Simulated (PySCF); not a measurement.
```xyz
18

C     2.8230    0.6028   -0.3995
C     1.7708   -0.1971   -0.2302
C     0.4050    0.2452   -0.0953
C    -0.6881   -0.5545    0.1519
C    -0.7501   -2.0273    0.3488
O    -1.9203   -2.5742    0.5752
C    -1.9133    0.2915    0.2096
C    -1.3883    1.6606   -0.0347
C    -0.0568    1.6129   -0.2065
H     2.7301    1.6741   -0.4415
H     3.8190    0.2068   -0.4980
H     1.9230   -1.2683   -0.1859
H    -0.2506   -2.5147   -0.5301
H    -0.0246   -2.2971    1.1612
H    -2.4171    0.1888    1.1736
H    -2.6424   -0.0272   -0.5393
H    -2.0139    2.5337   -0.0646
H     0.5858    2.4504   -0.4066
```

Geometry: GFN2-xTB.

Level of theory: UKS B3LYP, pcH-1 on C H O, non-relativistic, mean-field spin-orbit, GIAO (PySCF).

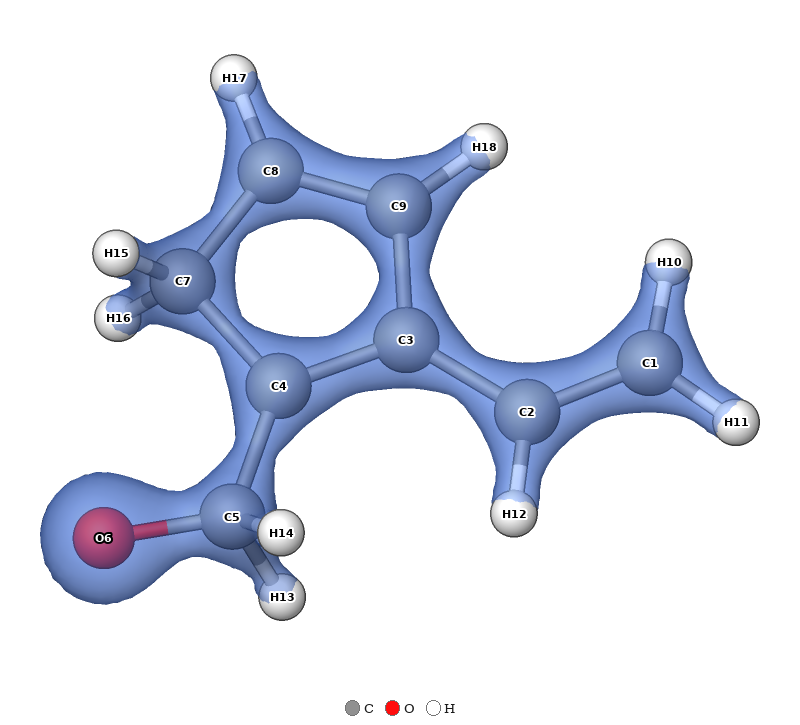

C₈H₉O (doublet). Isosurface of the total electron density at 1.5 e/Å³ (blue), seen at a tilt.

> Which contacts does the surface bridge?

At this value the surface is in one piece. It bridges the sampled C–O (1.31 Å), C–C (1.33 Å), C–H (1.07 Å) and C–C (1.38 Å) contacts, where the density stays above the isovalue. On the grid the lowest density along these lines, outside the cores, is 2.3 e/Å³ (C–O, 1.31 Å), 2.3 e/Å³ (C–C, 1.33 Å), 1.9 e/Å³ (C–H, 1.07 Å) and 2.1 e/Å³ (C–C, 1.38 Å).
